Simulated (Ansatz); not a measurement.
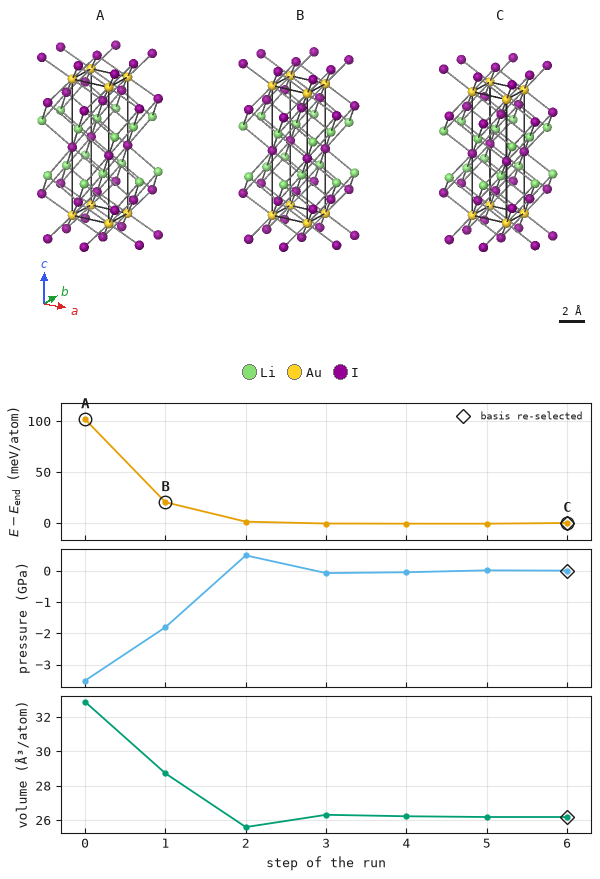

Frames of a relaxation of a crystal of Li2AuI3 (built on the K2NaCl3-164 type type), marked on the history of the run. The picture is a ball-and-stick view of the cell of the calculation, seen slightly off an axis.

These are results of Ansatz 0.2.0, DFT, PBEsol, plane waves, PAW, not measurements. (plane-wave cutoff 420 eV; k-point mesh 6 × 6 × 2; occupations fermi dirac; smearing width 0.03 eV; no spin polarisation; cell and atoms relaxed; force threshold 0.01 eV/Å; at most 120 steps)

Q: Describe the path.

A: After 5 accepted moves (6 points after the start) the energy has fallen by 102 meV per atom. Largest force component: 0.14 eV/Å at the start, 0.0022 eV/Å at the end. Pressure: −3.51 GPa at the start and 0.01 GPa at the end. The SCF was repeated once at an unchanged geometry on a basis and grid sized afresh for the cell, which shifted the energy by 0.7 meV per atom at most. The largest moves relative to the cell, 0.23 Å, are those of I atoms. Largest moves by element: I 0.23 Å, Li 0.14 Å. Au stays in place. Cell: a = b 4.516 → 4.232 Å (−6.3 %), c 11.170 → 10.130 Å (−9.3 %). Volume −20.4 %. Among the contacts that change: I–Li 3.286 → 2.960 Å, I–Li 3.279 → 2.983 Å, Au–I 3.058 → 2.966 Å. Bond angles that change, for instance: Li–I–Au 174.2° → 179.5°, I–Li–I 86.8° → 91.3°, Li–I–Li 93.2° → 88.7°. The space group stays P-3m1 (No. 164). From step 0 to 1: I atoms move most (0.12 Å), volume −12.7 %, energy −81.4 meV per atom. From step 1 to 6: I atoms move most (0.12 Å), volume −8.8 %, energy −20.4 meV per atom.
